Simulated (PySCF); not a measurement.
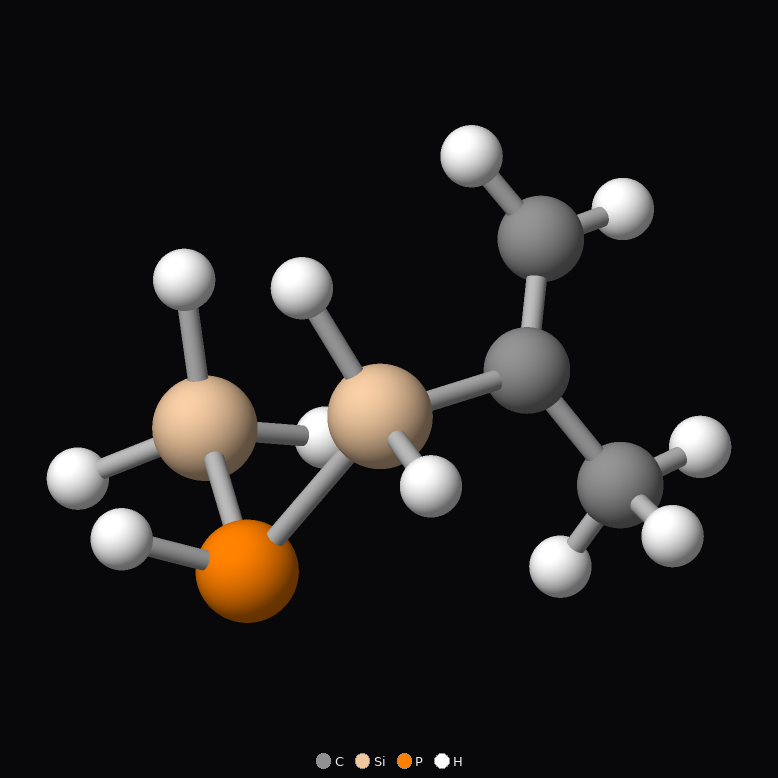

Simulated data, not a measurement (program: PySCF).

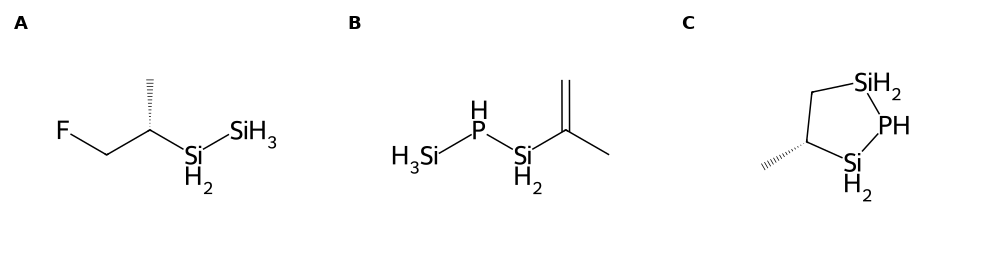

Question: Which structural formula matches the 3D model?

Answer: B, `C=C(C)[SiH2]P[SiH3]`.
